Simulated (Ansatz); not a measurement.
**Convergence study of the k-point mesh for YAlSi (Cm, 6 atoms in the cell)**

```
CELL_PARAMETERS angstrom
      1.98017    -5.14346     0.00000
      1.98017     5.14346     0.00000
      0.00000     0.00000     5.67650
ATOMIC_POSITIONS crystal
  Y  0.30520 0.69480 0.25881
  Y  0.69480 0.30520 0.75000
  Al 0.00000 0.00000 0.50000
  Al 0.00000 0.00000 0.00000
  Si 0.40169 0.59831 0.75000
  Si 0.59831 0.40169 0.25000
```

Level of theory: LDA (PW92), default PAW files made with PBE (plane waves; Ansatz, a first-principles code).

Base settings: basis.ecutwfc = 420 eV; kpoints.mp_grid.grid = 8 8 5; hamiltonian.xc = lda; hamiltonian.pseudopotentials = {kind: paw} (the program's default PAW files); scf.occupations.method = fermi_dirac; scf.occupations.width = 0.1 eV.

The second cell is the first with its lattice scaled by 0.98.

Only quantities that move along the ladder and can be compared are tabulated.

The count of work is k-points × plane waves × bands × iterations; it is no time. Core times come from one kind of shared machine, to one figure; runs under 30 s give none.

The starting cell comes from a database of computed structures (which also holds hypothetical and non-ambient phases and stackings), without a prior relaxation at this level. Its lattice was rescaled by up to half a per cent. One atom was moved a little off its site on purpose. Ansatz's pressure includes its estimate of the finite-basis (Pulay) stress.

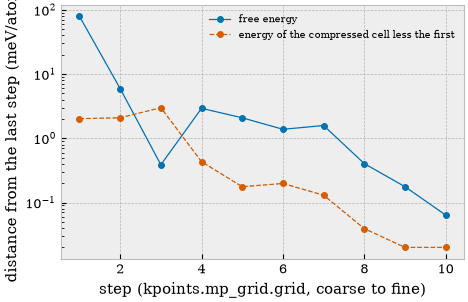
Figure. Distance from the last step along the ladder; very small values are drawn at a floor.

```csv
kpoints.mp_grid.grid,free energy less the last step's (meV/atom),energy of the compressed cell less the first (meV/atom),pressure (GPa),largest difference of a force vector from the last step's (eV/Å),count of work / last,core time / last (rough)
2 2 1,-79.33,3.18,-2.41,1.252,0.0043,–
2 2 2,5.95,-0.93,-2.94,0.059,0.0087,–
3 3 2,-0.39,-1.84,-3.12,0.191,0.012,–
4 4 3,2.93,0.73,-2.76,0.084,0.025,–
5 5 3,2.09,1.34,-2.67,0.053,0.035,–
6 6 4,-1.38,0.96,-2.74,0.038,0.068,–
8 8 5,1.58,1.03,-2.72,0.016,0.13,–
9 9 6,0.40,1.20,-2.70,0.004,0.20,0.2
12 12 8,-0.18,1.17,-2.71,0.001,0.46,0.4
14 14 9,0.06,1.17,-2.71,0.003,0.69,0.7
16 16 10,0.00,1.16,-2.71,0.000,1.0,1
```

Coarsest kpoints.mp_grid.grid that holds the energy of the compressed cell less the first within 0.5 meV/atom of the last step, with all finer ones: 4 4 3, at 0.025 of the last step's count of work; the step before is off by 3.0 meV/atom.

Coarsest kpoints.mp_grid.grid that holds the forces within 0.02 eV/Å of the last step, with all finer ones: 8 8 5, at 0.13 of the last step's count of work; the step before is off by 0.038 eV/Å.

Coarsest kpoints.mp_grid.grid that holds the pressure within 0.2 GPa of the last step, with all finer ones: 4 4 3, at 0.025 of the last step's count of work; the step before is off by 0.41 GPa.

The energy difference between the two cells stays within 1 meV/atom of the last step's from 4 4 3 on, the total only from 9 9 6 on: much of the error is common to both cells and cancels.

Keys are those of Ansatz 0.2.
